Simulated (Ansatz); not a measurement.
# Al2Si2H6 (SMILES [SiH3][Al]1[AlH][SiH2]1) at BHLYP/def2-SVP

Aim: the electronic atomisation energy of Al2Si2H6 at BHLYP/def2-SVP, from 4 runs. 

The calculation is run with Ansatz 0.2.0.

44 further runs of the same task are left out: 44 set aside as unsound or not needed. Runs told in other sessions of the task aren't counted.

### 1 The molecule

Al2Si2H6 has 10 atoms, charge 0, and is taken as a singlet. SMILES: `[SiH3][Al]1[AlH][SiH2]1`. The shape is that of a PBE0-D4/def2-TZVP optimisation.

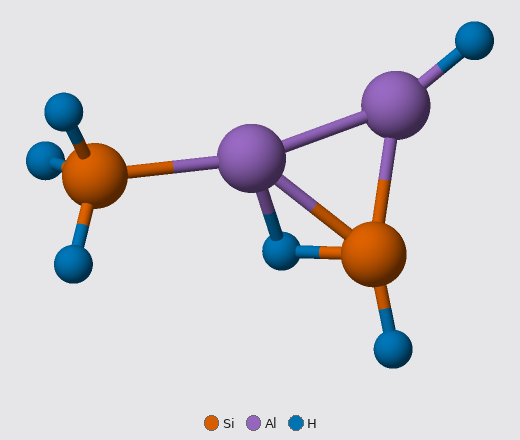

Viewed from a chosen angle; silicon orange, aluminium purple, hydrogen blue.

### 2 The energy at BHLYP/def2-SVP

File job.yaml:

```yaml
crystal:
  periodic: [false, false, false]
  atoms:
    - {symbol: Si, position_ang: [-1.426500, 1.264600, -1.412100]}
    - {symbol: Al, position_ang: [-0.140100, -0.429800, -0.177000]}
    - {symbol: Al, position_ang: [0.542000, -2.376000, 1.198900]}
    - {symbol: Si, position_ang: [1.875500, -0.449300, 1.195500]}
    - {symbol: H, position_ang: [-1.958600, 0.687200, -2.679200]}
    - {symbol: H, position_ang: [-2.589700, 1.742300, -0.611500]}
    - {symbol: H, position_ang: [-0.589800, 2.446700, -1.761500]}
    - {symbol: H, position_ang: [0.798300, -3.933700, 1.336500]}
    - {symbol: H, position_ang: [0.619900, 0.509800, 1.257200]}
    - {symbol: H, position_ang: [2.952200, 0.487100, 1.656400]}
basis:
  gaussian:
    orbitals: def2-SVP
total_charge: 0
hamiltonian:
  xc: {name: BHLYP}
accuracy: high
output: {orbitals: {seedname: orbitals}}
```

Run with:

```bash
$ ansatz run job.yaml --threads 1 --pin off --max-ram 2610MiB --events-out events.jsonl --progress --plain --runs-dir runs
```

The program printed:

```text
Warning: RAYON_NUM_THREADS=1 ignored (pool sized by the plan → 1); use --threads N
Functional definition: BHLYP
  name "BHLYP"
  parameter a = 0.5
  exchange = (1 - a)*b88_x + a*exact_x
  correlation = lyp_c
2110 factors; integrals over basis functions are off by at most 6.3e-9 eV
mean field evaluation 1: about -29034.5850 eV, gradient 1.3e1 eV
mean field evaluation 2: about -29035.1097 eV, gradient 8.5e0 eV
mean field evaluation 4: about -29035.4395 eV, gradient 5.7e-1 eV
mean field evaluation 8: about -29035.7097 eV, gradient 7.0e-2 eV
mean field evaluation 16: about -29035.7097 eV, gradient 1.4e-4 eV
mean field -29035.70974807 eV, -1067.0426521305 hartree, gradient 3.9e-8 eV, S^2 0.000000; 0 other end points of the search recorded, 0 dependent functions left out
reference -29035.70978188 eV, -1067.0426533732 hartree; 30, 30 occupied and 72, 72 virtual orbitals, 2110 factors
Total energy: -29035.70978188 eV, -1067.0426533732 hartree
```

Wall time 5.4 s (1 thread of AMD EPYC 9R45 (Zen 5), shared host); peak memory 0.4 GiB.

### 3 The Al atom

File in.yaml:

```yaml
basis:
  gaussian: {orbitals: def2-SVP}
crystal:
  periodic: [false, false, false]
  atoms:
    - {symbol: Al, position_ang: [0.000000, 0.000000, 0.000000]}
hamiltonian: {xc: {name: BHLYP}}
accuracy: high
magnetization: {spin_polarized: true, initial_magnetization: 1}
total_charge: 0
```

Run the same way, it converges to -242.28459 Eh (log not shown).

### 4 The H atom

File molecule.yaml:

```yaml
crystal:
  periodic: [false, false, false]
  atoms:
    - symbol: H
      position_ang: [0.000000, 0.000000, 0.000000]
basis:
  gaussian:
    orbitals: def2-SVP
magnetization:
  spin_polarized: true
  initial_magnetization: 1
hamiltonian:
  xc: {name: BHLYP}
accuracy: high
```

Run the same way, it converges to -0.49784 Eh (log not shown).

### 5 The Si atom at the same level

File run.yaml:

```yaml
crystal:
  periodic: [false, false, false]
  atoms:
    - symbol: Si
      position_ang: [0.000000, 0.000000, 0.000000]
basis:
  gaussian: {orbitals: def2-SVP}
magnetization: {spin_polarized: true, initial_magnetization: 2}
hamiltonian: {xc: {name: BHLYP}}
accuracy: high
```

Run with:

```bash
$ ansatz run run.yaml --threads 1 --pin off --max-ram 2610MiB --events-out events.jsonl --progress --plain --runs-dir runs
```

The program printed:

```text
Warning: RAYON_NUM_THREADS=1 ignored (pool sized by the plan → 1); use --threads N
[... 5 set-up lines as earlier in the session ...]
134 factors; integrals over basis functions are off by at most 2.5e-9 eV
mean field evaluation 1: about -7871.6358 eV, gradient 2.2e0 eV
mean field evaluation 2: about -7871.6907 eV, gradient 5.3e-1 eV
mean field evaluation 4: about -7871.6993 eV, gradient 1.1e-1 eV
mean field evaluation 8: about -7871.6995 eV, gradient 5.8e-4 eV
mean field evaluation 16: about -7871.6995 eV, gradient 1.3e-8 eV
mean field -7871.69946712 eV, -289.2796197872 hartree, gradient 1.3e-8 eV, S^2 2.003876; 0 other end points of the search recorded, 0 dependent functions left out
reference -7871.69948210 eV, -289.2796203375 hartree; 8, 6 occupied and 10, 12 virtual orbitals, 134 factors
Total energy: -7871.69948210 eV, -289.2796203375 hartree
```

Run time: 0.22 s. Hardware: 1 thread of AMD EPYC 9R45 (Zen 5), shared host.

### 6 Outcome

At BHLYP/def2-SVP:

| quantity | value |
| --- | --- |
| molecule: total energy | -1067.04265 Eh |
| molecule: HOMO energy | -6.77 eV |
| molecule: LUMO energy | -0.99 eV |
| molecule: HOMO–LUMO gap | 5.78 eV |
| Al atom: total energy | -242.28459 Eh |
| Al atom: ⟨S²⟩ | 0.753 |
| H atom: total energy | -0.49784 Eh |
| H atom: ⟨S²⟩ | 0.750 |
| Si atom: total energy | -289.27962 Eh |
| Si atom: ⟨S²⟩ | 2.004 |
| electronic atomisation energy | 25.230 eV |

In words: Taking the molecule apart into free atoms costs 25.23 eV (2434 kJ/mol), before zero-point energy and without spin-orbit coupling.
